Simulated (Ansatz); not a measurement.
# AlAsH (quartet): wB97M-V, B2PLYP over vertical spin and charge gaps, def2-QZVPP

How well do these functionals follow the top wave-function level for AlAsH (quartet) over vertical spin and charge gaps?

Computed with Ansatz 0.2.0, Gaussian basis. Level: def2-QZVPP, all electrons in the functionals, frozen cores in the correlation of double hybrids and RPA.

To be run: wB97M-V, B2PLYP, at charge 0, quartet; charge 0, doublet; charge 0, sextet; charge 1, triplet; charge 1, quintet.

10 further runs of the same task are left out: 10 set aside as unsound or not needed. Runs told in other sessions of the task aren't counted.

## 1. The system

The geometry is a PBE0/def2-TZVP stationary point (not a proven minimum). No spin-orbit coupling is included. The filled d shell of As may be among the frozen orbitals whatever the setting's name suggests.

3 atoms, charge 0, spin multiplicity 4.

Atoms are counted from 1 here; the program's logs count them from 0.

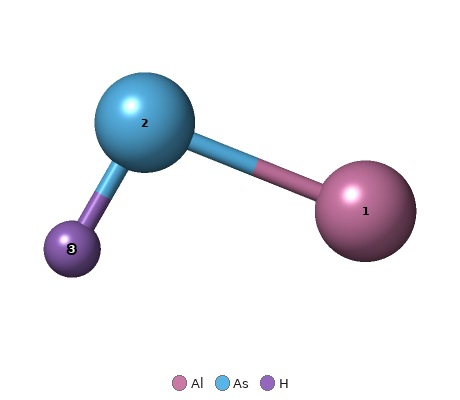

The structure; aluminium pink, arsenic blue, hydrogen purple; atoms are numbered from 1 in the order of the file.

Coordinates:

```tsv
atom	x (Å)	y (Å)	z (Å)
Al1	0.0000	0.0294	1.8508
As2	0.0000	-0.0306	-0.6544
H3	0.0000	1.4853	-0.9022
```

No dispersion term is added; wB97M-V holds VV10 nonlocal correlation.

The geometry shown and the zero of energy belong to the point charge 0, quartet. The yardstick, RCCSD(T), and other wave-function levels (R restricted, U unrestricted, valence and pair active spaces) come from earlier runs.

## 2. wB97M-V, charge 0, quartet

File in.yaml:

```yaml
crystal:
  periodic: [false, false, false]
  atoms:
    - {symbol: Al, position_ang: [0.000000, 0.029431, 1.850804]}
    - {symbol: As, position_ang: [0.000000, -0.030581, -0.654394]}
    - {symbol: H, position_ang: [0.000000, 1.485283, -0.902155]}
basis:
  gaussian: {orbitals: "def2-QZVPP.json"}
magnetization: {spin_polarized: true, initial_magnetization: 3}
hamiltonian: {xc: {name: wB97M-V}}
output: {orbitals: {seedname: orbitals}}
```

Run with:

```console
$ ansatz run in.yaml --threads 1 --pin off --events-out ev --progress --plain --max-ram 2393MiB
```

Standard output, cut to the lines that bear on the results:

```text
Functional definition: wB97M-V
  name "wB97M-V"
  cite "Mardirossian & Head-Gordon, J. Chem. Phys. 144, 214110 (2016) doi:10.1063/1.4952647"
  cite "Becke, J. Chem. Phys. 107, 8554 (1997) doi:10.1063/1.475007"
  cite "Vydrov & Van Voorhis, J. Chem. Phys. 133, 244103 (2010) doi:10.1063/1.3521275"
  # Of w^i u^j: cxij and so on, Table III.
[...]
  gx(w, u) = 1 - cx + cx01*u + cx10*w
  gss(w, u) = css00 + css04*u^4 + css10*w + css20*w^2 + css43*w^4*u^3
  gos(w, u) = cos00 + cos10*w + (cos20 + cos21*u)*w^2 + (cos60 + cos61*u)*w^6
[...]
      + integral(e_c_pw_mod_opposite_spin*gos(b97_w_opposite, b97_u_opposite)) + vv10(b, c)
943 factors; their error is unknown
196 factors; integrals over basis functions are off by at most 3.7e-5 eV
[...]
mean field -67449.12604810 eV, -2478.7096636081 hartree, gradient 4.8e-6 eV, S^2 3.760330; 1 other end points of the search recorded, 0 dependent functions left out
reference -67449.12608939 eV, -2478.7096651255 hartree; 25, 22 occupied and 164, 167 virtual orbitals, 943 factors
Total energy: -67449.12608939 eV, -2478.7096651255 hartree
```

Wall time 79 s (1 thread of Arm Neoverse V1, shared host); peak memory 0.82 GiB.

From the report: ⟨S²⟩ of the determinant 3.760 (pure quartet: 3.75).

## 3. wB97M-V, charge 0, doublet

in.yaml: that of step 2 with these lines changed.

```diff
@@ -8,3 +8,3 @@
   gaussian: {orbitals: "def2-QZVPP.json"}
-magnetization: {spin_polarized: true, initial_magnetization: 3}
+magnetization: {spin_polarized: true, initial_magnetization: 1}
 hamiltonian: {xc: {name: wB97M-V}}
```

The command is unchanged.

Standard output, cut to the lines that bear on the results:

```text
Functional definition: wB97M-V
  name "wB97M-V"
  cite "Mardirossian & Head-Gordon, J. Chem. Phys. 144, 214110 (2016) doi:10.1063/1.4952647"
  cite "Becke, J. Chem. Phys. 107, 8554 (1997) doi:10.1063/1.475007"
  cite "Vydrov & Van Voorhis, J. Chem. Phys. 133, 244103 (2010) doi:10.1063/1.3521275"
  # Of w^i u^j: cxij and so on, Table III.
[...]
  gx(w, u) = 1 - cx + cx01*u + cx10*w
  gss(w, u) = css00 + css04*u^4 + css10*w + css20*w^2 + css43*w^4*u^3
  gos(w, u) = cos00 + cos10*w + (cos20 + cos21*u)*w^2 + (cos60 + cos61*u)*w^6
[...]
      + integral(e_c_pw_mod_opposite_spin*gos(b97_w_opposite, b97_u_opposite)) + vv10(b, c)
943 factors; their error is unknown
196 factors; integrals over basis functions are off by at most 3.7e-5 eV
[...]
mean field -67451.00698954 eV, -2478.7787869308 hartree, gradient 6.6e-6 eV, S^2 0.752874; 2 other end points of the search recorded, 0 dependent functions left out
reference -67451.00703022 eV, -2478.7787884258 hartree; 24, 23 occupied and 165, 166 virtual orbitals, 943 factors
Total energy: -67451.00703022 eV, -2478.7787884258 hartree
```

Run time: 2.2 min. Hardware: 1 thread of Arm Neoverse V1, shared host; peak memory 0.83 GiB.

From the report: ⟨S²⟩ of the determinant 0.753 (pure doublet: 0.75).

From charge 0, quartet: -1.881 eV.

## 4. wB97M-V, charge 0, sextet

in.yaml: that of step 3 with these lines changed.

```diff
@@ -8,3 +8,3 @@
   gaussian: {orbitals: "def2-QZVPP.json"}
-magnetization: {spin_polarized: true, initial_magnetization: 1}
+magnetization: {spin_polarized: true, initial_magnetization: 5}
 hamiltonian: {xc: {name: wB97M-V}}
```

The command is unchanged.

Standard output, cut to the lines that bear on the results:

```text
Functional definition: wB97M-V
  name "wB97M-V"
  cite "Mardirossian & Head-Gordon, J. Chem. Phys. 144, 214110 (2016) doi:10.1063/1.4952647"
  cite "Becke, J. Chem. Phys. 107, 8554 (1997) doi:10.1063/1.475007"
  cite "Vydrov & Van Voorhis, J. Chem. Phys. 133, 244103 (2010) doi:10.1063/1.3521275"
  # Of w^i u^j: cxij and so on, Table III.
[...]
  gx(w, u) = 1 - cx + cx01*u + cx10*w
  gss(w, u) = css00 + css04*u^4 + css10*w + css20*w^2 + css43*w^4*u^3
  gos(w, u) = cos00 + cos10*w + (cos20 + cos21*u)*w^2 + (cos60 + cos61*u)*w^6
[...]
      + integral(e_c_pw_mod_opposite_spin*gos(b97_w_opposite, b97_u_opposite)) + vv10(b, c)
943 factors; their error is unknown
196 factors; integrals over basis functions are off by at most 3.7e-5 eV
[...]
mean field -67444.74561356 eV, -2478.5486856077 hartree, gradient 3.7e-5 eV, S^2 8.752667; 0 other end points of the search recorded, 0 dependent functions left out
reference -67444.74565410 eV, -2478.5486870977 hartree; 26, 21 occupied and 163, 168 virtual orbitals, 943 factors
Total energy: -67444.74565410 eV, -2478.5486870977 hartree
```

Wall time 34 s (1 thread of Arm Neoverse V1, shared host); peak memory 0.61 GiB.

From the report: ⟨S²⟩ of the determinant 8.753 (pure sextet: 8.75).

From charge 0, quartet: +4.380 eV.

## 5. wB97M-V, charge 1, triplet

in.yaml: that of step 4 with these lines changed.

```diff
@@ -8,3 +8,4 @@
   gaussian: {orbitals: "def2-QZVPP.json"}
-magnetization: {spin_polarized: true, initial_magnetization: 5}
+total_charge: 1
+magnetization: {spin_polarized: true, initial_magnetization: 2}
 hamiltonian: {xc: {name: wB97M-V}}
```

Launched as before.

Standard output, cut to the lines that bear on the results:

```text
Functional definition: wB97M-V
  name "wB97M-V"
  cite "Mardirossian & Head-Gordon, J. Chem. Phys. 144, 214110 (2016) doi:10.1063/1.4952647"
  cite "Becke, J. Chem. Phys. 107, 8554 (1997) doi:10.1063/1.475007"
  cite "Vydrov & Van Voorhis, J. Chem. Phys. 133, 244103 (2010) doi:10.1063/1.3521275"
  # Of w^i u^j: cxij and so on, Table III.
[...]
  gx(w, u) = 1 - cx + cx01*u + cx10*w
  gss(w, u) = css00 + css04*u^4 + css10*w + css20*w^2 + css43*w^4*u^3
  gos(w, u) = cos00 + cos10*w + (cos20 + cos21*u)*w^2 + (cos60 + cos61*u)*w^6
[...]
      + integral(e_c_pw_mod_opposite_spin*gos(b97_w_opposite, b97_u_opposite)) + vv10(b, c)
943 factors; their error is unknown
196 factors; integrals over basis functions are off by at most 3.7e-5 eV
[...]
mean field -67443.57418374 eV, -2478.5056363560 hartree, gradient 2.6e-5 eV, S^2 2.013070; 0 other end points of the search recorded, 0 dependent functions left out
reference -67443.57422861 eV, -2478.5056380050 hartree; 24, 22 occupied and 165, 167 virtual orbitals, 943 factors
Total energy: -67443.57422861 eV, -2478.5056380050 hartree
```

Run time: 32 s. Hardware: 1 thread of Arm Neoverse V1, shared host; peak memory 0.61 GiB.

From the report: ⟨S²⟩ of the determinant 2.013 (pure triplet: 2.00).

From charge 0, quartet: +5.552 eV.

## 6. wB97M-V, charge 1, quintet

in.yaml: that of step 5 with these lines changed.

```diff
@@ -9,3 +9,3 @@
 total_charge: 1
-magnetization: {spin_polarized: true, initial_magnetization: 2}
+magnetization: {spin_polarized: true, initial_magnetization: 4}
 hamiltonian: {xc: {name: wB97M-V}}
```

Same command.

Standard output, cut to the lines that bear on the results:

```text
Functional definition: wB97M-V
  name "wB97M-V"
  cite "Mardirossian & Head-Gordon, J. Chem. Phys. 144, 214110 (2016) doi:10.1063/1.4952647"
  cite "Becke, J. Chem. Phys. 107, 8554 (1997) doi:10.1063/1.475007"
  cite "Vydrov & Van Voorhis, J. Chem. Phys. 133, 244103 (2010) doi:10.1063/1.3521275"
  # Of w^i u^j: cxij and so on, Table III.
[...]
  gx(w, u) = 1 - cx + cx01*u + cx10*w
  gss(w, u) = css00 + css04*u^4 + css10*w + css20*w^2 + css43*w^4*u^3
  gos(w, u) = cos00 + cos10*w + (cos20 + cos21*u)*w^2 + (cos60 + cos61*u)*w^6
[...]
      + integral(e_c_pw_mod_opposite_spin*gos(b97_w_opposite, b97_u_opposite)) + vv10(b, c)
943 factors; their error is unknown
196 factors; integrals over basis functions are off by at most 3.7e-5 eV
[...]
mean field -67439.14993311 eV, -2478.3430481443 hartree, gradient 1.8e-5 eV, S^2 6.002252; 1 other end points of the search recorded, 0 dependent functions left out
reference -67439.14998048 eV, -2478.3430498849 hartree; 25, 21 occupied and 164, 168 virtual orbitals, 943 factors
Total energy: -67439.14998048 eV, -2478.3430498849 hartree
```

Wall time 77 s (1 thread of Arm Neoverse V1, shared host); peak memory 0.83 GiB.

From the report: ⟨S²⟩ of the determinant 6.002 (pure quintet: 6.00).

From charge 0, quartet: +9.976 eV.

## 7. B2PLYP, charge 0, quartet

File in.yaml:

```yaml
crystal:
  periodic: [false, false, false]
  atoms:
    - {symbol: Al, position_ang: [0.000000, 0.029431, 1.850804]}
    - {symbol: As, position_ang: [0.000000, -0.030581, -0.654394]}
    - {symbol: H, position_ang: [0.000000, 1.485283, -0.902155]}
basis:
  gaussian: {orbitals: "def2-QZVPP.json"}
magnetization: {spin_polarized: true, initial_magnetization: 3}
hamiltonian: {xc: {name: B2PLYP}}
correlation: {electrons: outside_noble_gas}
```

Launched as before.

Standard output, cut to the lines that bear on the results:

```text
Functional definition: B2PLYP
  name "B2PLYP"
  cite "Grimme, J. Chem. Phys. 124, 034108 (2006) doi:10.1063/1.2148954"
  cite "Becke, Phys. Rev. A 38, 3098 (1988) doi:10.1103/PhysRevA.38.3098"
  cite "Lee, Yang & Parr, Phys. Rev. B 37, 785 (1988) doi:10.1103/PhysRevB.37.785"
[...]
1176 factors; integrals over basis functions are off by at most 1.2e-3 eV
[...]
mean field -67437.26969744 eV, -2478.2739507577 hartree, gradient 4.9e-7 eV, S^2 3.766664; 2 other end points of the search recorded, 0 dependent functions left out
19 core orbitals not correlated: weight in the atoms' cores, before any rotation towards them, 1.000 or more for the frozen orbitals, at most 0.000 for the correlated occupied ones
reference -67437.26982637 eV, -2478.2739554959 hartree; 6, 3 occupied and 164, 167 virtual orbitals, 1176 factors
second order -5.58623688 eV of doubles, -0.00000000 eV of singles
Total energy: -67438.77811033 eV, -2478.3293839090 hartree
```

It took 36 s on 1 thread of Arm Neoverse V1, shared host; peak memory 0.53 GiB.

From the report: ⟨S²⟩ of the determinant 3.767 (pure quartet: 3.75).

## 8. B2PLYP, charge 0, doublet

in.yaml: that of step 7 with these lines changed.

```diff
@@ -8,3 +8,3 @@
   gaussian: {orbitals: "def2-QZVPP.json"}
-magnetization: {spin_polarized: true, initial_magnetization: 3}
+magnetization: {spin_polarized: true, initial_magnetization: 1}
 hamiltonian: {xc: {name: B2PLYP}}
```

Same command.

Standard output, cut to the lines that bear on the results:

```text
Functional definition: B2PLYP
  name "B2PLYP"
  cite "Grimme, J. Chem. Phys. 124, 034108 (2006) doi:10.1063/1.2148954"
  cite "Becke, Phys. Rev. A 38, 3098 (1988) doi:10.1103/PhysRevA.38.3098"
  cite "Lee, Yang & Parr, Phys. Rev. B 37, 785 (1988) doi:10.1103/PhysRevB.37.785"
[...]
1176 factors; integrals over basis functions are off by at most 1.2e-3 eV
[...]
mean field -67438.81124036 eV, -2478.3306014153 hartree, gradient 1.8e-6 eV, S^2 0.755804; 8 other end points of the search recorded, 0 dependent functions left out
19 core orbitals not correlated: weight in the atoms' cores, before any rotation towards them, 1.000 or more for the frozen orbitals, at most 0.000 for the correlated occupied ones
reference -67438.81136833 eV, -2478.3306061179 hartree; 5, 4 occupied and 165, 166 virtual orbitals, 1176 factors
second order -6.17767510 eV of doubles, -0.00000000 eV of singles
Total energy: -67440.47934061 eV, -2478.3919029685 hartree
```

It took 74 s on 1 thread of Arm Neoverse V1, shared host; peak memory 0.56 GiB.

From the report: ⟨S²⟩ of the determinant 0.756 (pure doublet: 0.75).

From charge 0, quartet: -1.701 eV.

## 9. B2PLYP, charge 0, sextet

in.yaml: that of step 8 with these lines changed.

```diff
@@ -8,3 +8,3 @@
   gaussian: {orbitals: "def2-QZVPP.json"}
-magnetization: {spin_polarized: true, initial_magnetization: 1}
+magnetization: {spin_polarized: true, initial_magnetization: 5}
 hamiltonian: {xc: {name: B2PLYP}}
```

The command is unchanged.

Standard output, cut to the lines that bear on the results:

```text
Functional definition: B2PLYP
  name "B2PLYP"
  cite "Grimme, J. Chem. Phys. 124, 034108 (2006) doi:10.1063/1.2148954"
  cite "Becke, Phys. Rev. A 38, 3098 (1988) doi:10.1103/PhysRevA.38.3098"
  cite "Lee, Yang & Parr, Phys. Rev. B 37, 785 (1988) doi:10.1103/PhysRevB.37.785"
[...]
1176 factors; integrals over basis functions are off by at most 1.2e-3 eV
[...]
mean field -67433.30149639 eV, -2478.1281220591 hartree, gradient 5.8e-6 eV, S^2 8.755854; 0 other end points of the search recorded, 0 dependent functions left out
19 core orbitals not correlated: weight in the atoms' cores, before any rotation towards them, 1.000 or more for the frozen orbitals, at most 0.000 for the correlated occupied ones
reference -67433.30163000 eV, -2478.1281269688 hartree; 7, 2 occupied and 163, 168 virtual orbitals, 1176 factors
second order -4.40619390 eV of doubles, -0.00000000 eV of singles
Total energy: -67434.49130235 eV, -2478.1718466214 hartree
```

It took 19 s on 1 thread of Arm Neoverse V1, shared host; peak memory 0.48 GiB.

From the report: ⟨S²⟩ of the determinant 8.756 (pure sextet: 8.75).

From charge 0, quartet: +4.287 eV.

## 10. B2PLYP, charge 1, triplet

in.yaml: that of step 9 with these lines changed.

```diff
@@ -8,3 +8,4 @@
   gaussian: {orbitals: "def2-QZVPP.json"}
-magnetization: {spin_polarized: true, initial_magnetization: 5}
+total_charge: 1
+magnetization: {spin_polarized: true, initial_magnetization: 2}
 hamiltonian: {xc: {name: B2PLYP}}
```

Same command.

Standard output, cut to the lines that bear on the results:

```text
Functional definition: B2PLYP
  name "B2PLYP"
  cite "Grimme, J. Chem. Phys. 124, 034108 (2006) doi:10.1063/1.2148954"
  cite "Becke, Phys. Rev. A 38, 3098 (1988) doi:10.1103/PhysRevA.38.3098"
  cite "Lee, Yang & Parr, Phys. Rev. B 37, 785 (1988) doi:10.1103/PhysRevB.37.785"
[...]
1176 factors; integrals over basis functions are off by at most 1.2e-3 eV
[...]
mean field -67431.67949804 eV, -2478.0685147188 hartree, gradient 6.2e-6 eV, S^2 2.026116; 0 other end points of the search recorded, 0 dependent functions left out
19 core orbitals not correlated: weight in the atoms' cores, before any rotation towards them, 1.000 or more for the frozen orbitals, at most 0.000 for the correlated occupied ones
reference -67431.67963204 eV, -2478.0685196436 hartree; 5, 3 occupied and 165, 167 virtual orbitals, 1176 factors
second order -5.11862840 eV of doubles, -0.00000000 eV of singles
Total energy: -67433.06166171 eV, -2478.1193082971 hartree
```

It took 17 s on 1 thread of Arm Neoverse V1, shared host; peak memory 0.48 GiB.

From the report: ⟨S²⟩ of the determinant 2.026 (pure triplet: 2.00).

From charge 0, quartet: +5.716 eV.

## 11. B2PLYP, charge 1, quintet

in.yaml: that of step 10 with these lines changed.

```diff
@@ -9,3 +9,3 @@
 total_charge: 1
-magnetization: {spin_polarized: true, initial_magnetization: 2}
+magnetization: {spin_polarized: true, initial_magnetization: 4}
 hamiltonian: {xc: {name: B2PLYP}}
```

Launched as before.

Standard output, cut to the lines that bear on the results:

```text
Functional definition: B2PLYP
  name "B2PLYP"
  cite "Grimme, J. Chem. Phys. 124, 034108 (2006) doi:10.1063/1.2148954"
  cite "Becke, Phys. Rev. A 38, 3098 (1988) doi:10.1103/PhysRevA.38.3098"
  cite "Lee, Yang & Parr, Phys. Rev. B 37, 785 (1988) doi:10.1103/PhysRevB.37.785"
[...]
1176 factors; integrals over basis functions are off by at most 1.2e-3 eV
[...]
mean field -67427.75600020 eV, -2477.9243288328 hartree, gradient 1.0e-6 eV, S^2 6.004171; 3 other end points of the search recorded, 0 dependent functions left out
19 core orbitals not correlated: weight in the atoms' cores, before any rotation towards them, 1.000 or more for the frozen orbitals, at most 0.000 for the correlated occupied ones
reference -67427.75613948 eV, -2477.9243339513 hartree; 6, 2 occupied and 164, 168 virtual orbitals, 1176 factors
second order -4.12867964 eV of doubles, -0.00000000 eV of singles
Total energy: -67428.87088299 eV, -2477.9653000195 hartree
```

Wall time 47 s (1 thread of Arm Neoverse V1, shared host); peak memory 0.53 GiB.

From the report: ⟨S²⟩ of the determinant 6.004 (pure quintet: 6.00).

From charge 0, quartet: +9.907 eV.

## 12. The comparison

No level is safe as a reference over these points; RCCSD(T) serves as a yardstick only. It comes from earlier runs at the same points. Energies in eV, counted from charge 0, quartet; blanks weren't run or aren't comparable.

```tsv
level	quartet to doublet	quartet to sextet	ionisation to the triplet cation	ionisation to the quintet cation
RCCSD(T)	-1.676	3.955	5.856	9.821
wB97M-V	-1.881	4.380	5.552	9.976
B2PLYP	-1.701	4.287	5.716	9.907
```

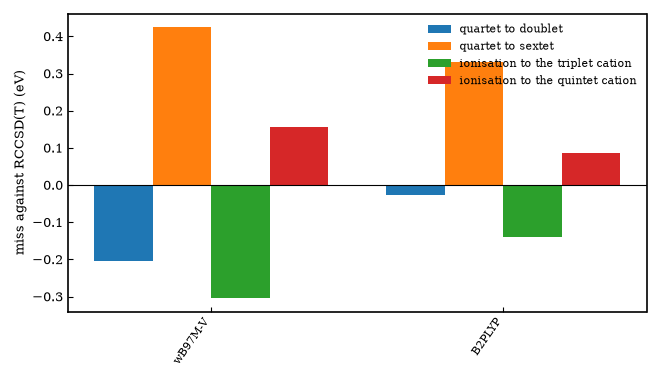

Misses of the gaps against RCCSD(T).

Largest miss and mean time a point (RCCSD(T) took 29 min a point; shared hosts):

```tsv
level	largest miss (eV)	where	time a point
wB97M-V	+0.425	quartet to sextet	71 s
B2PLYP	+0.331	quartet to sextet	38 s
```

## 13. Outcome

| quantity | value |
| --- | --- |
| quartet to doublet, RCCSD(T) | -1.676 eV |
| quartet to sextet, RCCSD(T) | 3.955 eV |
| ionisation to the triplet cation, RCCSD(T) | 5.856 eV |
| ionisation to the quintet cation, RCCSD(T) | 9.821 eV |
| largest miss, wB97M-V | +0.425 eV (quartet to sextet) |
| largest miss, B2PLYP | +0.331 eV (quartet to sextet) |

**Reading.** Of the functionals, B2PLYP keep the smallest largest miss at the points compared (at most 0.331 eV) and wB97M-V strays most (0.425 eV, at quartet to sextet). Functionals and the yardstick converge differently with the basis, so part of each miss in def2-QZVPP is the basis. The yardstick itself may be off where one determinant is a poor start.
